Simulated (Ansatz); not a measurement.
**C₂H₆AlNO: density, localisation and related maps**

Input

```
crystal:
  periodic: [false, false, false]
  atoms:
    - { symbol: C, position_ang: [-0.5751, 1.9476, 0.8376] }
    - { symbol: O, position_ang: [-0.1449, 1.7463, -0.4708] }
    - { symbol: Al, position_ang: [0.1221, -0.0666, -0.7044] }
    - { symbol: C, position_ang: [1.128, -1.7356, -0.6563] }
    - { symbol: "N", position_ang: [-0.3316, -1.8944, -1.1434] }
    - { symbol: H, position_ang: [-0.7946, 3.0986, 0.9376] }
    - { symbol: H, position_ang: [-1.5717, 1.4853, 1.0001] }
    - { symbol: H, position_ang: [0.1587, 1.7073, 1.5903] }
    - { symbol: H, position_ang: [1.2294, -2.2045, 0.3794] }
    - { symbol: H, position_ang: [1.7898, -1.9366, -1.439] }
    - { symbol: H, position_ang: [-0.9449, -2.2043, -0.3105] }
basis:
  gaussian: { orbitals: def2-SVP }
hamiltonian:
  xc: hf
relax:
  f_tol: 0.02
  max_steps: 50
output:
  orbitals: {}
```

Launched as:

```sh
ansatz run input.yaml --threads 2 --pin off --max-ram 3072MiB --backend cpu --events-out ev --progress --plain --runs-dir out
```

The fields are those of the relaxed geometry.

All numbers below come from RHF/def2-SVP in Ansatz 0.2.0.

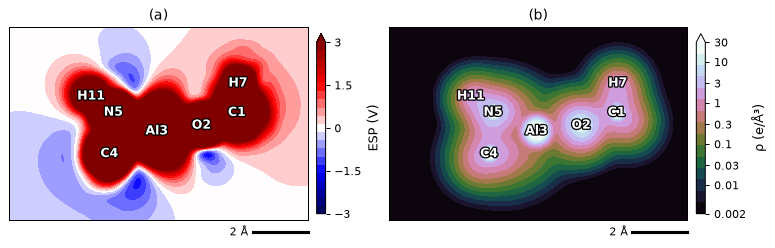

Figure 1. (a) electrostatic potential; (b) electron density on the plane of atoms C1, O2 and Al3.

> What does the map show?

The plane passes through C, O, Al, N and H nuclei. C–O (1.38 Å): ρ at the midpoint is about 2.2 e/Å³. C–N (1.52 Å): ρ at the midpoint is about 1.7 e/Å³. Al–O (1.65 Å): ρ at the midpoint is about 0.84 e/Å³. Al–N (1.71 Å): ρ at the midpoint is about 0.82 e/Å³. C–Al (1.91 Å): ρ is about 0.67 e/Å³ halfway. Outside the dense part of the molecule the potential is most negative (−1.4 V) near C4.

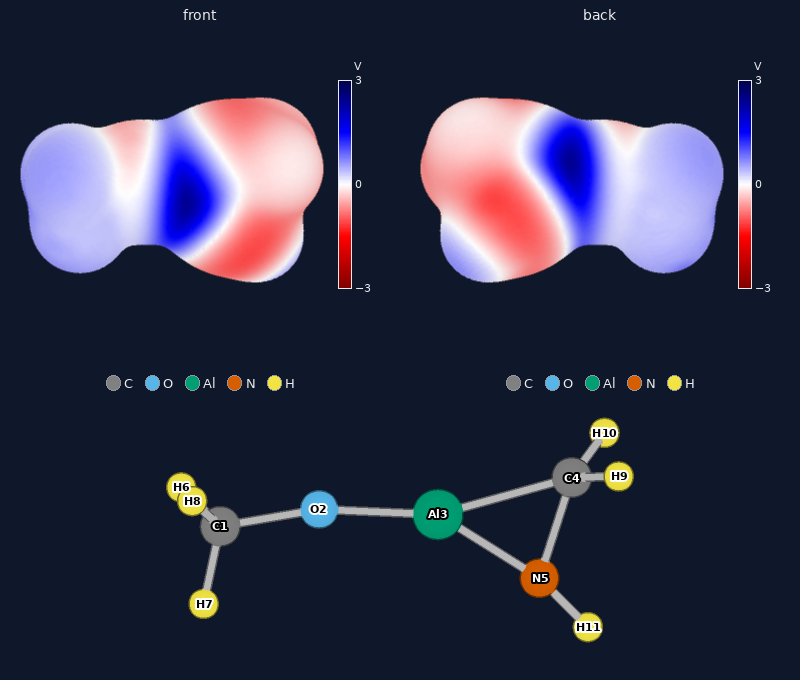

Figure 2. The molecular electrostatic potential painted on the density surface at 0.001 e/bohr³, seen from the front and from behind; red is negative and blue positive. The bare structure is drawn below in the same view.

> Which sites attract a positive test charge, and which a negative one?

A positive charge is drawn to the negative regions and a negative charge to the positive ones. The most negative region (about −1.1 V) lies over N5, the most positive (about +2.3 V) over Al3. N5 is the likeliest acceptor of a hydrogen bond.

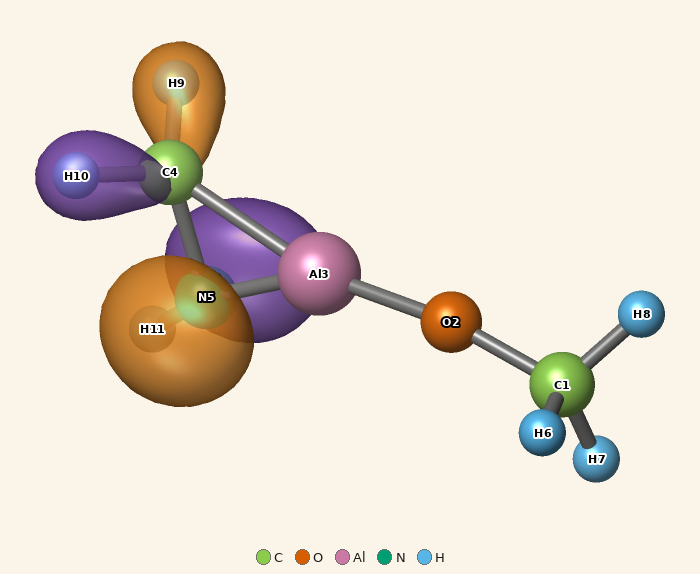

Figure 3. The HOMO at ±0.2 Å⁻³ᐟ² (orange and purple are the two phases), seen at an oblique angle.

> Describe this orbital and give its energy.

By Hirshfeld shares it lies mainly on N5 (about 60 %) and C4 (about 10 %). Its energy is −9.35 eV.
